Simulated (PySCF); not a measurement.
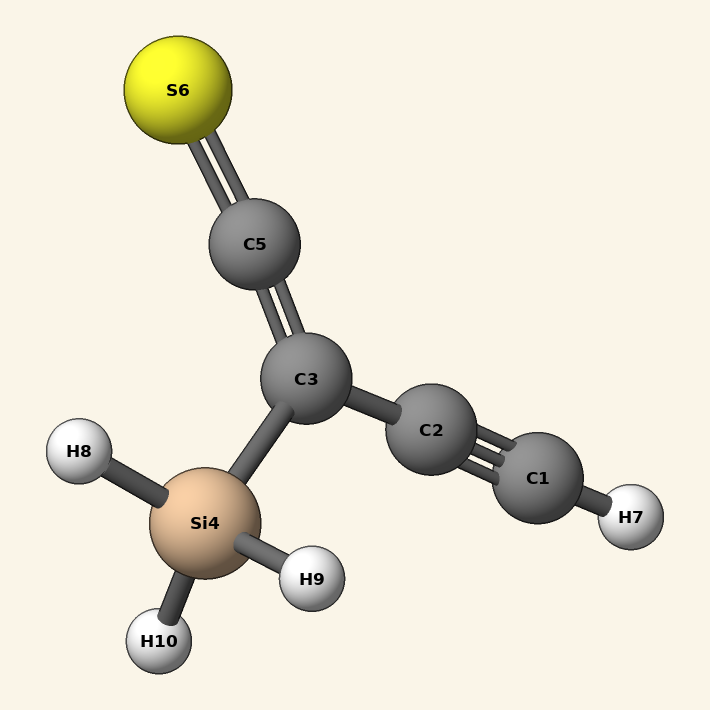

The questions are on isotropic NMR shieldings of the C atoms. The computed structure is the end point of a GFN2-xTB optimisation. No frequency run is at hand to confirm it as a minimum. Method: GIAO PBE0/pcSseg-1 NMR shielding, non-relativistic, gas phase (PySCF 2.14.0).

Which C atom is the most shielded (lowest chemical shift)?

C3 (143.4 ppm).

Which C atom is the least shielded (highest chemical shift)?

C5 (−62.4 ppm).

How wide is the range of C shifts?

205.8 ppm.

Give the isotropic NMR shieldings of the C atoms atom by atom.

| atom | σ (ppm) |
| --- | --- |
| C1 | 93.7 |
| C2 | 114.5 |
| C3 | 143.4 |
| C5 | −62.4 |

The geometry is semi-empirical. Around Si such bond lengths and angles can be off by a tenth of an ångström or more and by several degrees, and values that hang on the shape move with them.
